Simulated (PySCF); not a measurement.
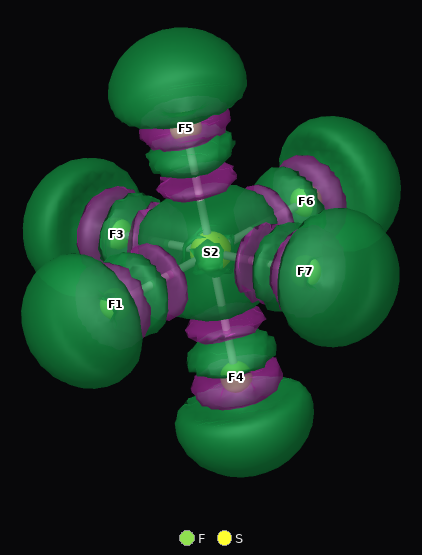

Figure 1: F6S, SMILES `FS(F)(F)(F)(F)F`. Fukui function f⁺ = ρ(N+1) − ρ(N) at fixed geometry, surfaces at ±0.015 e/Å³ (green positive, purple negative).

Level of theory: PBE0/def2-SVPD (PySCF), at a geometry from GFN2-xTB. No frequency check shows the geometry to be a minimum. GFN2-xTB bond lengths at metals and heavier atoms can be off by up to 0.1 Å and shapes distorted, which carries into these values.

Coordinates in Å:

```
F1      -1.0660   -0.5662    1.0353
S2       0.0001    0.0000   -0.0000
F3      -1.1423    0.1439   -1.0971
F4       0.2968   -1.4791   -0.5031
F5      -0.2970    1.4792    0.5031
F6       1.0662    0.5662   -1.0354
F7       1.1422   -0.1440    1.0972
```

Which atoms respond most to the addition of an electron?

Answer. f⁺ (Hirshfeld-condensed) is largest on S2 (0.17) and F1, F3, F4, F5, F6 and F7 (0.14 each); the vertical electron affinity is 0.16 eV (the stability of the anion's solution wasn't checked; the anion's highest orbital has positive energy, so this value and f⁺ depend on the basis). Condensed values hint at sites of nucleophilic attack but needn't mark the atom that reacts. Shares this close don't rank the sites. Orbital relaxation makes it negative in places (0.15 e in all).
